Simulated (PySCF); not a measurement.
**Si2H5ClO2 (SMILES O[SiH2]O[SiH2]Cl) at MP2/6-31G(d,p) (spherical functions)**

Aim: the vertical ionisation energy of Si2H5ClO2 at MP2/6-31G** (spherical functions), from 2 runs. The job is set up through a Python script.

The calculation is run with PySCF 2.14.0.

## 1. The structure to begin with

The species is Si2H5ClO2 (10 atoms), meant as a singlet with charge 0. SMILES: `O[SiH2]O[SiH2]Cl`. The coordinates come from a PBE0-D4/def2-TZVP relaxation. This is one conformer, not always the lowest.

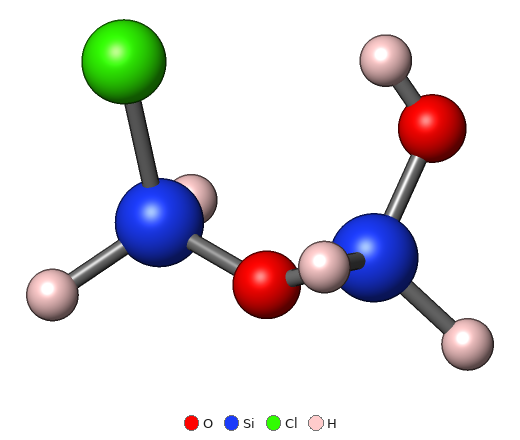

The structure, seen from a chosen angle (oxygen red, silicon blue, chlorine green, hydrogen pink).

## 2. The energy at MP2/6-31G(d,p) (spherical functions)

Contents of run.py:

```python
from pyscf import gto, mp

system = gto.M(
    atom='''
O      1.148000     1.696900     0.313600
Si     1.400600     0.081600     0.317900
O      0.177300    -0.730000    -0.420900
Si    -1.427200    -0.715900    -0.631800
Cl    -2.294600     0.520800     0.774500
H      0.435900     2.042100     0.855400
H      2.628600    -0.149000    -0.466000
H      1.504300    -0.440800     1.702400
H     -1.970900    -2.072500    -0.421600
H     -1.777000    -0.172600    -1.960100
''',
    verbose=3,
    spin=0,
    max_memory=1860,
    basis='6-31g**',
)

mf = system.RHF()
mf.conv_tol = 1e-10
mf.kernel()
if not mf.converged:
    mf = mf.newton().run(mf.mo_coeff, mf.mo_occ)

pt = mp.MP2(mf, frozen=17).run()
e_final = pt.e_tot
print('E(%s) = %.9f' % ('MP2', e_final))
```

Launch:

```
OMP_NUM_THREADS=1 python run.py
```

Standard output:

```text
converged SCF energy = -1190.14782878735
E(RMP2) = -1190.81227604699  E_corr = -0.664447259638552
E(SCS-RMP2) = -1190.80367097355  E_corr = -0.65584218619912
E(MP2) = -1190.812276047
```

Wall time 4.8 s (1 thread of Arm Neoverse V1, shared host); peak memory 0.3 GiB.

## 3. The doublet cation at the same level

Contents of run.py:

```python
from pyscf import gto, scf, mp

mol = gto.M(
    atom='''
O      2.169406     3.206676     0.592618
Si     2.646750     0.154202     0.600744
O      0.335048    -1.379500    -0.795386
Si    -2.697017    -1.352855    -1.193929
Cl    -4.336166     0.984169     1.463593
H      0.823732     3.859010     1.616472
H      4.967334    -0.281569    -0.880612
H      2.842715    -0.832991     3.217070
H     -3.724461    -3.916457    -0.796709
H     -3.358043    -0.326167    -3.704052
''',
    basis='6-31g**',
    verbose=3,
    spin=1,
    max_memory=1860,
    charge=1,
    unit='bohr',
)

mf = scf.UHF(mol)
mf.conv_tol = 1e-10
mf.kernel()
if not mf.converged:
    mf = mf.newton().run(mf.mo_coeff, mf.mo_occ)

pt = mp.MP2(mf, frozen=17).run()
etot = pt.e_tot
print('E = %.10f Eh' % etot)
```

Launch:

```
OMP_NUM_THREADS=1 python run.py
```

Standard output:

```text
converged SCF energy = -1189.72122270985  <S^2> = 0.78763575  2S+1 = 2.0372881
E(UMP2) = -1190.39860076089  E_corr = -0.677378051034194
E(SCS-UMP2) = -1190.38446484556  E_corr = -0.663242135709213
E = -1190.3986007609 Eh
```

Run time: 11 s. Hardware: 1 thread of Arm Neoverse V1, shared host; peak memory 0.32 GiB.

## 4. Results

Level: MP2/6-31G** (spherical functions), 17 core orbitals frozen.

| quantity | value |
| --- | --- |
| singlet Si2H5ClO2: total energy | -1190.81228 Eh |
| singlet Si2H5ClO2: dipole moment (Hartree–Fock density) | 0.95 D |
| singlet Si2H5ClO2: HOMO energy (Hartree–Fock orbitals) | -12.23 eV |
| singlet Si2H5ClO2: LUMO energy (Hartree–Fock orbitals) | 3.79 eV |
| singlet Si2H5ClO2: HOMO–LUMO gap (Hartree–Fock orbitals) | 16.02 eV |
| singlet Si2H5ClO2: correlation energy (17 core orbitals frozen) | -664.4 mEh |
| doublet cation: total energy | -1190.39860 Eh |
| doublet cation: HOMO energy (Hartree–Fock orbitals) (highest over α and β) | -16.27 eV |
| doublet cation: LUMO energy (Hartree–Fock orbitals) (lowest over α and β) | -10.86 eV |
| doublet cation: correlation energy (17 core orbitals frozen) | -677.4 mEh |
| doublet cation: ⟨S²⟩ of the reference determinant | 0.788 |
| vertical ionisation energy (to the doublet cation) | 11.257 eV |

What this shows: The vertical ionisation energy comes to 11.26 eV (1086 kJ/mol). Mulliken charges (singlet Si2H5ClO2) of the mean-field density run from -0.88 on O3 to +1.28 on Si2; they depend strongly on the basis.
